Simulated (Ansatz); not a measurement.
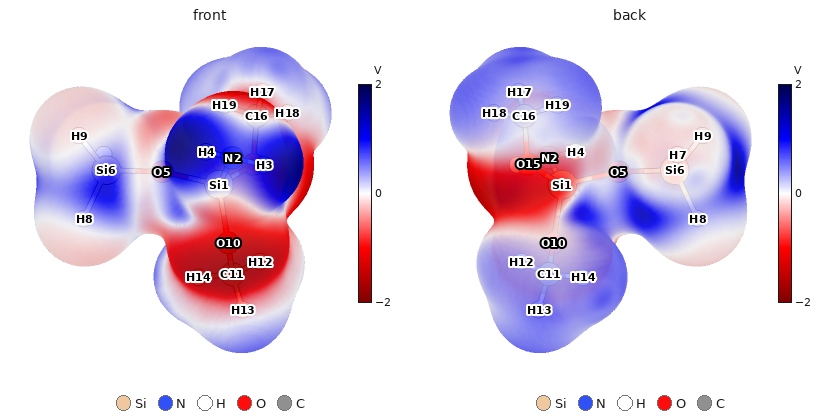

Figure. C$_{2}$H$_{11}$NO$_{3}$Si$_{2}$. The electrostatic potential painted on the density surface at 0.002 e/bohr³, seen from the front and from behind; the colour scale runs from red (negative) to blue (positive).

These are results of Ansatz, RHF/6-31G*, not measurements.

Input file:

```
crystal:
  periodic: [false, false, false]
  atoms:
    - { symbol: Si, position_ang: [0.0, 0.0, 0.0] }
    - { symbol: "N", position_ang: [0.0, 0.0, 1.82] }
    - { symbol: H, position_ang: [-0.877, -0.2713, 2.35] }
    - { symbol: H, position_ang: [0.877, 0.2713, 2.35] }
    - { symbol: O, position_ang: [1.5842, 0.0, -0.5594] }
    - { symbol: Si, position_ang: [2.4906, -1.3762, -0.8866] }
    - { symbol: H, position_ang: [1.6598, -2.3521, -1.5857] }
    - { symbol: H, position_ang: [3.6318, -1.0202, -1.7249] }
    - { symbol: H, position_ang: [2.9691, -1.9538, 0.366] }
    - { symbol: O, position_ang: [-0.7913, 1.3709, -0.5594] }
    - { symbol: C, position_ang: [-2.1512, 1.4177, -0.9653] }
    - { symbol: H, position_ang: [-2.7687, 0.8215, -0.2614] }
    - { symbol: H, position_ang: [-2.5023, 2.4707, -0.9639] }
    - { symbol: H, position_ang: [-2.2473, 0.9975, -1.9882] }
    - { symbol: O, position_ang: [-0.7913, -1.3709, -0.5594] }
    - { symbol: C, position_ang: [-1.5365, -2.2685, 0.2501] }
    - { symbol: H, position_ang: [-1.2251, -2.1576, 1.3097] }
    - { symbol: H, position_ang: [-2.6187, -2.04, 0.1571] }
    - { symbol: H, position_ang: [-1.349, -3.3106, -0.083] }
basis:
  gaussian: { orbitals: "6-31G*" }
hamiltonian:
  xc: hf
relax:
  f_tol: 0.02
  max_steps: 40
output:
  orbitals: {}
```

Launched as:

```sh
ansatz run input.yaml --threads 4 --pin off --max-ram 5120MiB --backend cpu --events-out ev --progress --plain --runs-dir out
```

The fields are those of the run's last geometry, not of the input's.

Question: Where is the surface potential most negative and most positive?

Answer: The most negative region (about −1.6 V) lies over O10, the most positive (about +1.7 V) over H3 and H4. O10 is the likeliest acceptor of a hydrogen bond.
